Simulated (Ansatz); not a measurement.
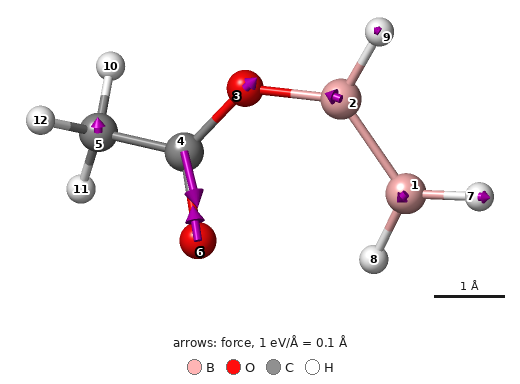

Starting geometry of C2H6B2O2 (coarse preliminary run) with the computed forces as purple arrows. Style: ball-and-stick. Shown at a tilt.

The start comes from a force field.

Theory: RKS PBE-D4/def2-SVP (Ansatz 0.2.0).

The input:
```yaml
crystal:
  periodic: [false, false, false]
  atoms:
    - {symbol: B, position_ang: [-0.830300, -1.698100, 1.636000]}
    - {symbol: B, position_ang: [0.441500, -0.644700, 1.568500]}
    - {symbol: O, position_ang: [0.759900, 0.229200, 0.387800]}
    - {symbol: C, position_ang: [0.001900, 0.618200, -0.635500]}
    - {symbol: C, position_ang: [0.486300, 1.305500, -1.839600]}
    - {symbol: O, position_ang: [-1.318400, 0.456600, -0.540700]}
    - {symbol: H, position_ang: [-1.006100, -2.349400, 2.567900]}
    - {symbol: H, position_ang: [-1.577800, -1.740100, 0.702400]}
    - {symbol: H, position_ang: [1.230500, -0.715800, 2.492300]}
    - {symbol: H, position_ang: [1.544000, 1.014700, -1.955400]}
    - {symbol: H, position_ang: [-0.110100, 1.051600, -2.708300]}
    - {symbol: H, position_ang: [0.455500, 2.417300, -1.641200]}
basis:
  gaussian: {orbitals: def2-SVP}
hamiltonian: {xc: pbe, dispersion: d4}
relax: {f_tol: 0.03, max_steps: 200}
```

Command:
```bash
ansatz run in.yaml --threads 4 --pin off --events-out ev --progress --plain --max-ram 10444MiB
```

Is this structure relaxed? If not, where do the atoms go?

It isn't relaxed: the largest force vector, on C4, is 8.65 eV/Å. The final displacements have little in common with the starting forces (cosine between the two patterns 0.03). H7 moves most after the best rigid fit: 1.90 Å. Largest moves by element: H 1.90 Å, O 0.93 Å, B 0.74 Å, C 0.37 Å. Near-neighbour distances that change, for instance: B1–O6 3.101 → 1.620 Å, B1–C4 3.349 → 2.367 Å, B1–H7 1.150 → 1.233 Å, C4–O6 1.334 → 1.257 Å. New bonds form: B1–O6 (3.10 → 1.62 Å). Bond angles that change, for instance: B1–B2–H9 115.5° → 143.0°, B2–O3–C4 130.8° → 109.7°, B1–B2–O3 124.4° → 105.0°. Groups turn about C4–C5 by about 30°. After 16 accepted moves (17 points after the start) the energy has fallen by 257.5 kJ/mol. Largest force component: 8.4 eV/Å at the start, 0.027 eV/Å at the end. The line search rejected the trial step at point 12 of the run. Cost: 20 s on 4 threads of Arm Neoverse V2, with other jobs on the host.
